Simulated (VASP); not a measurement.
Band structure of IrO2 (rutile). All values below come from optB86b-vdW, VASP's PBE PAW potentials (set 64) (plane waves; VASP).

Unless said otherwise, spin-orbit coupling is left out, though it shifts the bands of the heavy elements here.

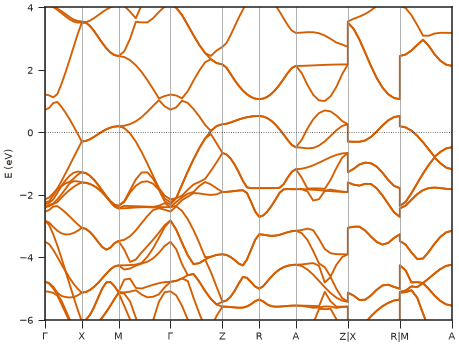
Figure. Bands along high-symmetry lines, zero at the valence-band maximum or, without a gap, the Fermi level

Problem. Read the plot: is there a gap, and where are the band edges?

Solution. It has no gap at this level: it comes out as a metal or semimetal. (Edges off the drawn lines would not show.)

The compound is IrO2 in the rutile structure. It was relaxed first.
